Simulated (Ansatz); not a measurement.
## How many bands does the GW gap of C2S3 (P2_1/c) need?

How do accuracy and time trade against each other in G0W0 on C2S3 (P2_1/c)?

Main program and level: Ansatz 0.2.0; G0W0 on PBE, plane waves, PAW; PAW set soft_1.

## Step 1: Starting point

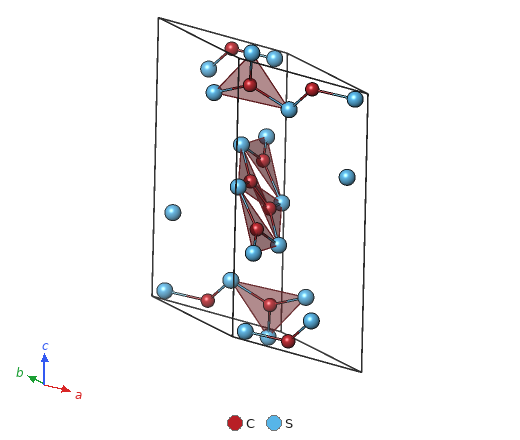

The starting structure, seen slightly off an axis (carbon red, sulfur blue). Bonds to atoms that aren't drawn are left out. Some periodic images of atoms are drawn too.

Geometry: measured cell, ions relaxed with PBE. The runs that relaxed it are not among those shown.

## Step 2: 168 empty bands, screening to 33 eV

Now the one-shot GW correction: screening in the RPA, then the self-energy of the levels asked for. This step takes PAW set soft_1 files.

input.yaml reads:

```yaml
crystal:
  lattice:
    - [5.805, 0.0, 0.0]
    - [0.0, 6.6377, 0.0]
    - [-3.5391430821, 0.0, 10.1819277854]
  atoms:
    - { symbol: C, position: [0.4275340412, 0.9956591813, 0.0389019337] }
    - { symbol: C, position: [0.5724659588, 0.4956591813, 0.4610980663] }
    - { symbol: C, position: [0.5724659588, 0.0043408187, 0.9610980663] }
    - { symbol: C, position: [0.4275340412, 0.5043408187, 0.5389019337] }
    - { symbol: C, position: [0.2857765633, 0.3123523348, 0.8947240389] }
    - { symbol: C, position: [0.7142234367, 0.8123523348, 0.6052759611] }
    - { symbol: C, position: [0.7142234367, 0.6876476652, 0.1052759611] }
    - { symbol: C, position: [0.2857765633, 0.1876476652, 0.3947240389] }
    - { symbol: S, position: [0.2143970329, 0.1860506622, 0.019479966] }
    - { symbol: S, position: [0.7856029671, 0.6860506622, 0.480520034] }
    - { symbol: S, position: [0.7856029671, 0.8139493378, 0.980520034] }
    - { symbol: S, position: [0.2143970329, 0.3139493378, 0.519479966] }
    - { symbol: S, position: [0.5239473935, 0.2046179098, 0.852551854] }
    - { symbol: S, position: [0.4760526065, 0.7046179098, 0.647448146] }
    - { symbol: S, position: [0.4760526065, 0.7953820902, 0.147448146] }
    - { symbol: S, position: [0.5239473935, 0.2953820902, 0.352551854] }
    - { symbol: S, position: [0.1369031152, 0.5137988273, 0.8191576789] }
    - { symbol: S, position: [0.8630968848, 0.0137988273, 0.6808423211] }
    - { symbol: S, position: [0.8630968848, 0.4862011727, 0.1808423211] }
    - { symbol: S, position: [0.1369031152, 0.9862011727, 0.3191576789] }
kpoints:
  mp_grid: { grid: [4, 2, 2] }
hamiltonian:
  xc: pbe
  pseudopotentials: { kind: paw, azcp: { folder: soft_1 } }
scf:
  occupations: { method: fixed }
gw:
  n_empty_bands: 168
  ecut_chi: 33
  qp_bands: [v4, c4]
  qp_kpoints: band_edges
  screening: { model: contour_deformation }
```

Command:

```console
ansatz run input.yaml --threads 2 --pin off --max-ram 92160MiB --backend cuda --events-out ev --progress --plain --runs-dir out --devices 1 --max-vram 13GiB
```

Numbers of over 12 decimals in the logs are rounded to 6 here.

Output:

```text
GPUs: using 1 of 1 available (devices: 1).
Engine: ansatz 0.2.0, x86_64-unknown-linux-gnu
Pseudopotentials: kind: paw
Pseudopotential: C, paw, valence charge 4, recommended cutoff 420 eV (normal), soft_1/C.paw.azcp
Pseudopotential: S, paw, valence charge 6, recommended cutoff 420 eV (normal), soft_1/S.paw.azcp
Functional definition: PBE
  parameter kappa = 0.804
  parameter beta = 0.066725
  exchange = pbe_x(kappa = kappa, mu = beta*pi^2/3)
  correlation = pbe_c(beta = beta)
device memory: the entry about to start is reckoned to put 3.4 GiB on a device that reports 57.6 GiB free (of which the cap on the GPU budget leaves the run 13.0 GiB)
GPU FFT provider: cuFFT
GPU libraries: cuBLAS 13.8.2, cuFFT 12.4.0, cuSOLVER 12.3.4
Crystal: 20 atoms, lattice volume = 392.328 Å³
Basis set: ecut = 420 eV, 7669 PW (Γ)
Bands: 72, of which v1, the nominal top of the filled ones, is band 52 counted from 1 (51 counted from 0)
Symmetry: 4 space group operations
Space group: P21/c (ITA 14), of the structure as read, at distance tolerance 7.3e-5 Å
k-points: 12 of 16
Non-local potential: C, projectors of the file, l = 0: 2, l = 1: 2, l = 2: 1
Non-local potential: S, projectors of the file, l = 0: 2, l = 1: 2, l = 2: 1
PAW form: soft (Blöchl's): semilocal exchange-correlation on the pseudo side does not see the compensation charge
PAW one-centre angular grid: C, 110 points (default); XC on 64 Gauss nodes
PAW one-centre angular grid: S, 110 points (default); XC on 64 Gauss nodes
Initial density: superposition of atomic densities (chi_scale 0.1, normalization cell, long waves kept (reshape's long-wave potential 0.01 eV rms))
Initial wavefunctions: pseudopotential atomic-orbital guess
GPU buffer pool allocated for 135000 grid points (all kernels)
GPU transforms: local potential and band sums: pruned to the plane-wave sphere, on 40×45×75
Functional: x = pbe(κ = 0.804, μ = 0.219515), c = pbe(β = 0.066725)
SCF iter   1: F=—  HF=-12831.854391 eV  |F-HF|=—  |Δ(HF+E_count)|=         —  Δρ=6.93e-2  dr2=2.35e1  ethr=3.10e-3  ⟨swp⟩=5.0  Hψ=3668  notcnv=0  defer=206
preconditioner: auto → Resta (q_TF=auto, 2.187 Å⁻¹)  ε∞=3.9  [insulator: Δε(μ)=1.740 eV  Ē_g=11.076 eV  n_scr=64 (ndim 8)  ℏωp=18.7 eV  f_vac=0.007  ε∞_Penn≈3.9]
SCF iter   2: F=—  HF=-12825.962118 eV  |F-HF|=—  |Δ(HF+E_count)|=    5.89e0  Δρ=2.79e-2  dr2=1.99e0  ethr=3.10e-3  ⟨swp⟩=3.0  Hψ=1724  notcnv=0  defer=190
SCF iter   3: F=—  HF=-12825.531381 eV  |F-HF|=—  |Δ(HF+E_count)|=   4.31e-1  Δρ=1.18e-2  dr2=3.75e-1  ethr=1.91e-3  ⟨swp⟩=2.4  Hψ=1119  notcnv=0  defer=213
SCF iter   4: F=—  HF=-12825.500595 eV  |F-HF|=—  |Δ(HF+E_count)|=   3.08e-2  Δρ=2.80e-3  dr2=4.49e-2  ethr=3.61e-4  ⟨swp⟩=2.3  Hψ=1219  notcnv=0  defer=215
SCF iter   5: F=—  HF=-12825.499248 eV  |F-HF|=—  |Δ(HF+E_count)|=   1.35e-3  Δρ=1.02e-3  dr2=3.57e-3  ethr=4.32e-5  ⟨swp⟩=2.6  Hψ=1298  notcnv=0  defer=216
SCF iter   6: F=—  HF=-12825.503034 eV  |F-HF|=—  |Δ(HF+E_count)|=   3.79e-3  Δρ=2.36e-4  dr2=2.74e-4  ethr=3.43e-6  ⟨swp⟩=2.0  Hψ=1241  notcnv=0  defer=216
SCF iter   7: F=—  HF=-12825.503335 eV  |F-HF|=—  |Δ(HF+E_count)|=   3.01e-4  Δρ=9.61e-5  dr2=7.06e-5  ethr=2.64e-7  ⟨swp⟩=2.0  Hψ=1274  notcnv=0  defer=216
SCF iter   8: F=—  HF=-12825.503341 eV  |F-HF|=—  |Δ(HF+E_count)|=   6.02e-6  Δρ=2.56e-5  dr2=4.11e-6  ethr=6.79e-8  ⟨swp⟩=2.0  Hψ=1205  notcnv=0  defer=188
SCF iter   9: F=—  HF=-12825.503343 eV  |F-HF|=—  |Δ(HF+E_count)|=   1.60e-6  Δρ=6.66e-6  dr2=2.42e-7  ethr=3.96e-9  ⟨swp⟩=2.0  Hψ=1138  notcnv=0  defer=188
SCF iter  10: F=-12825.503343 eV  HF=-12825.503343 eV  |F-HF|=1.78e-8  |Δ(HF+E_count)|=   4.41e-7  Δρ=1.84e-6  dr2=1.93e-8  ethr=9.62e-11  ⟨swp⟩=15.5  Hψ=5089  notcnv=0
SCF 1 converged in 10 iterations: F = -12825.503343 eV  dr2 = 1.93e-8
  greatest PAW one-centre occupation: 0.866 electrons in one spin orbital (limit 2), on the S atom at site 15 (counted from 0), in its partial waves of l = 0
device memory: the entry about to start is reckoned to put 4.0 GiB (of the 4.1 GiB reckoned in all, the device holds 0.1 GiB already) on a device that reports 57.4 GiB free (of which the cap on the GPU budget leaves the run 12.9 GiB)
NSCF: frozen V_eff on 12 k-points
the band table was solved once the SCF had ended and its energy, with any forces and stress, was formed, with the checks that follow a solve (3870 applications of the Hamiltonian). They found nothing against the state; the energy, forces and stress were not computed again (output.eigenvalues in the input reference)
device memory: the entry about to start is reckoned to put 3.4 GiB on a device that reports 60.4 GiB free (of which the cap on the GPU budget leaves the run 13.0 GiB)
NSCF: frozen V_eff on 12 k-points
G₀W₀ screening: q 1/12
[... further progress lines ...]
device memory: the entry about to start is reckoned to put 1.4 GiB on a device that reports 55.9 GiB free (of which the cap on the GPU budget leaves the run 13.0 GiB)
NSCF: frozen V_eff on 1 k-points
device memory: the entry about to start is reckoned to put 1.4 GiB on a device that reports 55.9 GiB free (of which the cap on the GPU budget leaves the run 13.0 GiB)
NSCF: frozen V_eff on 1 k-points
SCF converged after 10 iterations
Free energy (F): -12825.503343 eV
Harris-Foulkes:  -12825.503343 eV  (|F-HF|=1.78e-8)
Internal energy: -12825.503343 eV  (E = F + TS)
E sigma→0 (E₀):  -12825.503343 eV
Fermi energy:    3.708623 eV
--- Per-component energies (eV) ---
  E_band       = -383.949088
  E_kinetic    = 1955.392523
  E_local      = -3974.199034  (includes V_loc(G=0)·N_el)
  E_nonlocal   = 606.009224
  E_hartree    = 1322.739501
  E_xc         = -1431.196379
  E_vxc        = -1439.511475  (∫ρ·V_xc dr)
  E_paw        = -8101.573861  (= ΣΔE_a)
  E_vpaw       = -177.117295  (= ΣTr[D̂ρ^β])
  E_aug_tail   = 0.000138  (compensation charges beyond the density's cutoff)
  E_ewald      = -3202.675455
  E_smearing   = -0.000000  (= −TS)
  E_closure    = -0.000000  (closes the sum)
  Σ components = -12825.503343   (vs F -12825.503343, Δ=0.00e0)
--- Band table (eV; the first three rows and the last of 12) ---
  k-point 0: bands = [... 48 lower, 2.9785, 3.2736, 3.3390, 3.5288, 5.3001, 5.9294, 6.0126, 6.0954, ... 16 higher]
  k-point 1: bands = [... 48 lower, 3.1309, 3.1309, 3.5064, 3.5064, 5.5712, 5.5712, 6.1759, 6.1759, ... 16 higher]
  k-point 2: bands = [... 48 lower, 3.2054, 3.2054, 3.4980, 3.4980, 5.7342, 5.7342, 6.0934, 6.0934, ... 16 higher]
  k-point 11: bands = [... 48 lower, 2.9506, 2.9506, 3.4785, 3.4785, 5.4818, 5.4818, 5.7379, 5.7379, ... 16 higher]
--- G₀W₀: contour deformation, 6 samples at zero and on the imaginary axis and 1 off it, 16 q-points, 168 empty bands' worth ---
  eigenvalues of the whole cell's RPA ε∞ on this k-mesh (on a slab, of 1 + 4πα/V) = 4.1351, 4.6940, 5.1141; static W/v taken at q = 0 is 0.208043
  gw.qp_kpoints: band_edges: 12 of 12 stored k-points solved, in 1 pass; an edge of the gap read off the rows below is read off those points alone
  `?` marks the rows in doubt; gw_qp.tsv's column doubts and the gw_qp event give each row's grounds
    ik  band        ε_KS         Σx   Σc(E_QP)       V_xc       Z   E_QP_lin       E_QP  E_QP is
     0    49      2.9785   -17.8130     2.7381   -14.9044  0.7256     2.8069     2.8079  root
     0    50      3.2736   -16.5125     2.0791   -14.4550  0.7437     3.2951     3.2951  root
     0    51      3.3390   -17.9736     2.6863   -15.1518  0.7348     3.2030     3.2036  root
     0    52      3.5288   -16.7323     1.9770   -14.7792  0.7490     3.5527     3.5527  root
     0    53      5.3001    -9.7577    -2.6865   -13.7161  0.7557     6.6271     6.5719  root
     0    54      5.9294   -10.1356    -3.0795   -14.5535  0.7372     7.3727     7.2677  root ?
     0    55      6.0126    -9.6836    -3.2964   -14.3113  0.7445     7.4446     7.3440  root ?
     0    56      6.0954   -10.0876    -3.1011   -14.4859  0.7477     7.4785     7.3927  root
     1    49      3.1309   -17.9361     2.8342   -14.9042  0.7292     2.9318     2.9332  root
     1    50      3.1309   -17.9361     2.8342   -14.9042  0.7292     2.9318     2.9332  root
     1    51      3.5064   -16.7480     2.0018   -14.7853  0.7473     3.5454     3.5455  root
     1    52      3.5064   -16.7480     2.0018   -14.7853  0.7473     3.5454     3.5455  root
     1    53      5.5712   -10.0112    -2.8131   -14.1077  0.7511     6.9324     6.8547  root
     1    54      5.5712   -10.0112    -2.8131   -14.1077  0.7511     6.9324     6.8547  root
     1    55      6.1759   -10.0181    -3.2391   -14.5881  0.7362     7.6208     7.5068  root ?
     1    56      6.1759   -10.0181    -3.2391   -14.5881  0.7362     7.6208     7.5068  root ?
     2    49      3.2054   -18.0437     2.8794   -14.9651  0.7291     3.0048     3.0062  root
     2    50      3.2054   -18.0437     2.8794   -14.9651  0.7291     3.0048     3.0062  root
     2    51      3.4980   -16.5274     1.9754   -14.5312  0.7458     3.4772     3.4772  root
     2    52      3.4980   -16.5274     1.9754   -14.5312  0.7458     3.4772     3.4772  root
     2    53      5.7342   -10.0375    -2.9352   -14.3021  0.7463     7.1528     7.0635  root
     2    54      5.7342   -10.0375    -2.9352   -14.3021  0.7463     7.1528     7.0635  root
     2    55      6.0934   -10.1164    -3.1058   -14.5364  0.7420     7.5043     7.4075  root
     2    56      6.0934   -10.1164    -3.1058   -14.5364  0.7420     7.5043     7.4075  root
     3    49      3.0807   -17.8308     2.8850   -14.7275  0.7245     2.8606     2.8624  root
     3    50      3.0807   -17.8308     2.8850   -14.7275  0.7245     2.8606     2.8624  root
     3    51      3.4726   -16.4859     1.9786   -14.4775  0.7457     3.4428     3.4428  root
     3    52      3.4726   -16.4859     1.9786   -14.4775  0.7457     3.4428     3.4428  root
[...]
11    49      2.9506   -17.7896     2.9395   -14.6220  0.7211     2.7205     2.7226  root
    11    50      2.9506   -17.7896     2.9395   -14.6220  0.7211     2.7205     2.7226  root
    11    51      3.4785   -16.7176     2.0224   -14.6814  0.7463     3.4648     3.4648  root
    11    52      3.4785   -16.7176     2.0224   -14.6814  0.7463     3.4648     3.4648  root
    11    53      5.4818    -9.4394    -2.9031   -13.5983  0.7550     6.7992     6.7375  root
    11    54      5.4818    -9.4394    -2.9031   -13.5983  0.7550     6.7992     6.7375  root
    11    55      5.7379    -9.7125    -2.9945   -14.0239  0.7502     7.1355     7.0547  root
    11    56      5.7379    -9.7125    -2.9945   -14.0239  0.7502     7.1355     7.0547  root
```

The job ended after 26 s (1 × NVIDIA H100 80GB HBM3 (shared by 6 runs) with 2 threads of AMD EPYC 7R13 (Zen 3), shared host; peak memory 1.5 GiB; 35 s of CPU time).

This step gave:

- bands summed: 220
- RPA ε∞ on this mesh (eigenvalues): 4.135, 4.694, 5.114
- plane waves in the screening matrix: 167
- q-points in the mesh: 16
- G0W0 gap on the mesh: 2.802 eV
- k of the valence top: -0.5, 0, 0
- k of the conduction bottom: 0, 0, 0
- starting gap on the mesh: 1.591 eV
- Z at the valence top: 0.7500
- Z at the conduction bottom: 0.7557
- least direct G0W0 gap on the computed points: 2.812 eV

The gap on the mesh goes from 1.59 eV to 2.80 eV, a correction of +1.21 eV. Between the two edge states, bare exchange in place of the xc potential would open the gap by 5.83 eV, and correlation takes back 4.61 eV.

## Step 3: 477 empty bands, screening to 66 eV

Bands and screening cutoff are moved together, since each hides the error of the other.

input.yaml, as its differences from that of step 2:

```diff
@@ -34,4 +34,4 @@
 gw:
-  n_empty_bands: 168
-  ecut_chi: 33
+  n_empty_bands: 477
+  ecut_chi: 66
   qp_bands: [v4, c4]
```

Output:

```text
GPUs: using 1 of 1 available (devices: 1).
[...]
GPU FFT provider: cuFFT
GPU libraries: cuBLAS 13.8.2, cuFFT 12.4.0, cuSOLVER 12.3.4
Crystal: 20 atoms, lattice volume = 392.328 Å³
Basis set: ecut = 420 eV, 7669 PW (Γ)
Bands: 72, of which v1, the nominal top of the filled ones, is band 52 counted from 1 (51 counted from 0)
Symmetry: 4 space group operations
[...]
k-points: 12 of 16
[...]
GPU buffer pool allocated for 135000 grid points (all kernels)
[...]
SCF iter   1: F=—  HF=-12831.854391 eV  |F-HF|=—  |Δ(HF+E_count)|=         —  Δρ=6.93e-2  dr2=2.35e1  ethr=3.10e-3  ⟨swp⟩=5.0  Hψ=3668  notcnv=0  defer=206
[...]
SCF iter  10: F=-12825.503343 eV  HF=-12825.503343 eV  |F-HF|=1.78e-8  |Δ(HF+E_count)|=   4.41e-7  Δρ=1.84e-6  dr2=1.93e-8  ethr=9.62e-11  ⟨swp⟩=15.5  Hψ=5089  notcnv=0
SCF 1 converged in 10 iterations: F = -12825.503343 eV  dr2 = 1.93e-8
[...]
NSCF: frozen V_eff on 12 k-points
[...]
G₀W₀ screening: q 1/12
[... further progress lines ...]
[...]
SCF converged after 10 iterations
Free energy (F): -12825.503343 eV
[...]
Internal energy: -12825.503343 eV  (E = F + TS)
E sigma→0 (E₀):  -12825.503343 eV
Fermi energy:    3.708623 eV
[...]
--- Band table (eV; the first three rows and the last of 12) ---
  k-point 0: bands = [... 48 lower, 2.9785, 3.2736, 3.3390, 3.5288, 5.3001, 5.9294, 6.0126, 6.0954, ... 16 higher]
  k-point 1: bands = [... 48 lower, 3.1309, 3.1309, 3.5064, 3.5064, 5.5712, 5.5712, 6.1759, 6.1759, ... 16 higher]
  k-point 2: bands = [... 48 lower, 3.2054, 3.2054, 3.4980, 3.4980, 5.7342, 5.7342, 6.0934, 6.0934, ... 16 higher]
  k-point 11: bands = [... 48 lower, 2.9506, 2.9506, 3.4785, 3.4785, 5.4818, 5.4818, 5.7379, 5.7379, ... 16 higher]
[...]
bands read: the sum over 529 bands ends inside a degenerate multiplet in 8 slots, whose members it reads at an even weight; the widest, k=1: bands 529 to 530 (counted from 1) at 1/2 each
[...]
0    49      2.9785   -17.8130     2.4236   -14.9044  0.7165     2.4842     2.4935  root
     0    50      3.2736   -16.5125     1.7093   -14.4550  0.7319     2.9223     2.9254  root
     0    51      3.3390   -17.9736     2.3483   -15.1518  0.7268     2.8581     2.8656  root
     0    52      3.5288   -16.7323     1.5984   -14.7792  0.7366     3.1714     3.1742  root
     0    53      5.3001    -9.7577    -3.0838   -13.7161  0.7430     6.1949     6.1746  root
     0    54      5.9294   -10.1356    -3.4821   -14.5535  0.7235     6.9087     6.8652  root
     0    55      6.0126    -9.6836    -3.6781   -14.3113  0.7320     7.0057     6.9622  root
     0    56      6.0954   -10.0876    -3.4956   -14.4859  0.7349     7.0368     6.9982  root
[...]
11    53      5.4818    -9.4394    -3.2956   -13.5983  0.7428     6.3675     6.3451  root
    11    54      5.4818    -9.4394    -3.2956   -13.5983  0.7428     6.3675     6.3451  root
    11    55      5.7379    -9.7125    -3.3886   -14.0239  0.7374     6.6911     6.6607  root
    11    56      5.7379    -9.7125    -3.3886   -14.0239  0.7374     6.6911     6.6607  root
```

Run time: 50 s. Hardware: 1 × NVIDIA H100 80GB HBM3 (shared by 6 runs) with 2 threads; peak memory 2.4 GiB; 69 s of CPU time.

This step gave:

```yaml
bands_summed: 529
rpa_eps_infinity_on_this_mesh_eigenvalues: 4.128, 4.683, 5.075
plane_waves_in_the_screening_matrix: 475
q_points_in_the_mesh: 16
g0w0_gap_on_the_mesh: 2.796 eV
k_of_the_valence_top: -0.5, 0, 0
k_of_the_conduction_bottom: 0, 0, 0
starting_gap_on_the_mesh: 1.591 eV
z_at_the_valence_top: 0.7373
z_at_the_conduction_bottom: 0.7430
least_direct_g0w0_gap_on_the_computed_points: 2.822 eV
```

Against the run with 4×2×2 mesh, 168 empty bands, screening to 33 eV, PAW set soft_1 files, the gap moves by −0.006 eV.

## Step 4: 1027 empty bands, screening to 110 eV

input.yaml, as its differences from that of step 3:

```diff
@@ -34,4 +34,4 @@
 gw:
-  n_empty_bands: 477
-  ecut_chi: 66
+  n_empty_bands: 1027
+  ecut_chi: 110.0
   qp_bands: [v4, c4]
```

Output:

```text
GPUs: using 1 of 1 available (devices: 1).
[...]
GPU FFT provider: cuFFT
GPU libraries: cuBLAS 13.8.2, cuFFT 12.4.0, cuSOLVER 12.3.4
Crystal: 20 atoms, lattice volume = 392.328 Å³
Basis set: ecut = 420 eV, 7669 PW (Γ)
Bands: 72, of which v1, the nominal top of the filled ones, is band 52 counted from 1 (51 counted from 0)
Symmetry: 4 space group operations
[...]
k-points: 12 of 16
[...]
0    56      6.0954   -10.0876    -3.7577   -14.4859  0.7292     6.7528     6.7361  root
[...]
11    53      5.4818    -9.4394    -3.5510   -13.5983  0.7373     6.0996     6.0896  root
    11    54      5.4818    -9.4394    -3.5510   -13.5983  0.7373     6.0996     6.0896  root
    11    55      5.7379    -9.7125    -3.6541   -14.0239  0.7316     6.4087     6.3952  root
    11    56      5.7379    -9.7125    -3.6541   -14.0239  0.7316     6.4087     6.3952  root
[key lines of the parts left out:]
SCF converged after 10 iterations
Free energy (F): -12825.503343 eV
Fermi energy:    3.708623 eV
```

The job ended after 74 s (1 × NVIDIA H100 80GB HBM3 (shared by 6 runs) with 2 threads; peak memory 4.6 GiB; 2 min of CPU time).

This step gave:

```yaml
bands_summed: 1079
rpa_eps_infinity_on_this_mesh_eigenvalues: 4.109, 4.662, 5.043
plane_waves_in_the_screening_matrix: 1033
g0w0_gap_on_the_mesh: 2.804 eV
k_of_the_valence_top: -0.5, 0, 0
k_of_the_conduction_bottom: 0, 0, 0
starting_gap_on_the_mesh: 1.591 eV
least_direct_g0w0_gap_on_the_computed_points: 2.842 eV
```

Against the run with 4×2×2 mesh, 477 empty bands, screening to 66 eV, PAW set soft_1 files, the gap moves by +0.007 eV.

(Continued in part 2 of 2.)

[Paths, hosts, dates, memory and timing lines, banners, echoed tables and standing remarks are left out of the program output.]

[Logs are printed without paths, hosts, clocks, repeated set-up lines and the standing remarks that a program may print on its own settings, such as how far it seeks lower states.]

[Runs of the session that timed out or met a known fault of the program may be left out.]

[Cells called generated may have been cut or substituted from an entry of the Crystallography Open Database or the Materials Project.]

[Hosts, paths, dates, database ids (printed as entryN), source tags and the programs' standing remarks are cut or masked in the printed files.]
